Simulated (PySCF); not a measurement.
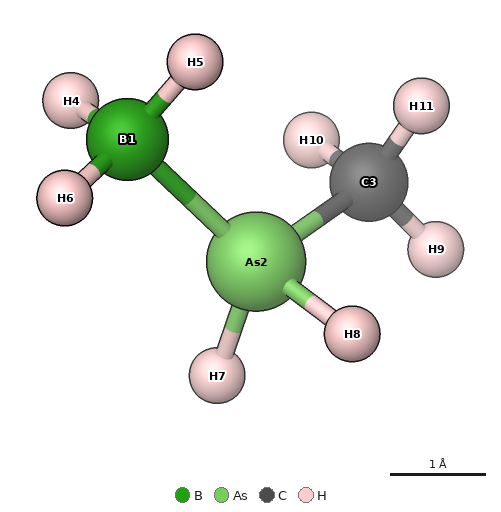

CH₈AsB, before the relaxation. A ball-and-stick model, seen from a free direction.

The start comes from GFN2-xTB.

Level of theory: PBE0-D3(BJ)/def2-SVP geometry optimisation, gas phase in PySCF 2.14.0, density-fitted response routines.

```xyz
11

B     1.6425    0.4836   -0.6242
As    0.0549   -0.7158   -0.1035
C    -1.4777    0.2458    0.6315
H     1.9047    1.0174    0.4113
H     1.1512    1.2185   -1.4270
H     2.5051   -0.2078   -1.0534
H     0.1612   -1.8033    0.9112
H    -0.6584   -1.5873   -1.0810
H    -2.2993   -0.4173    0.8962
H    -1.1558    0.7953    1.5184
H    -1.8229    0.9736   -0.1055
```

Predict the outcome.

The largest move after the best rigid fit is that of H8, 0.11 Å. By element the largest moves are H 0.11 Å, As 0.03 Å, B 0.03 Å, C 0.02 Å. Among the contacts that change: B1–H4 1.194 → 1.222 Å, B1–As2 2.057 → 2.033 Å, As2–H7 1.491 → 1.512 Å, As2–C3 1.953 → 1.936 Å. Bond angles that change, for instance: H7–As2–H8 93.1° → 98.6°, B1–As2–H7 122.9° → 118.0°, As2–B1–H6 108.2° → 105.3°. After 4 geometry steps the energy has fallen by 2.05 kcal/mol. Largest force component: 0.61 eV/Å at the start, 0.005 eV/Å at the end.

Final geometry:

```xyz
11

B     1.6187    0.4717   -0.6157
As    0.0347   -0.6914   -0.0934
C    -1.4898    0.2521    0.6378
H     1.9043    1.0151    0.4413
H     1.1328    1.2195   -1.4513
H     2.4587   -0.3021   -1.0416
H     0.2564   -1.7687    0.9434
H    -0.6114   -1.5381   -1.1660
H    -2.3058   -0.4331    0.9000
H    -1.1580    0.7997    1.5303
H    -1.8351    0.9780   -0.1108
```

After the run, drawn alike:

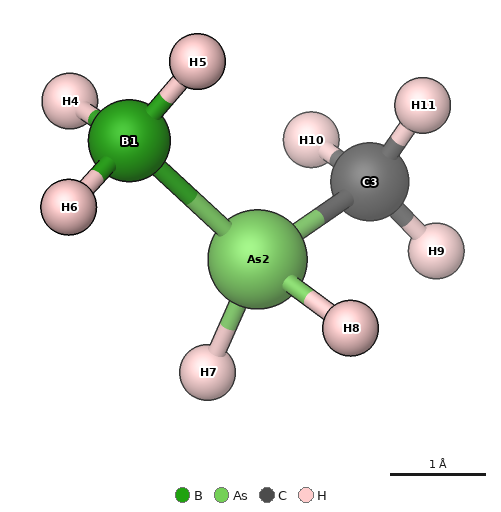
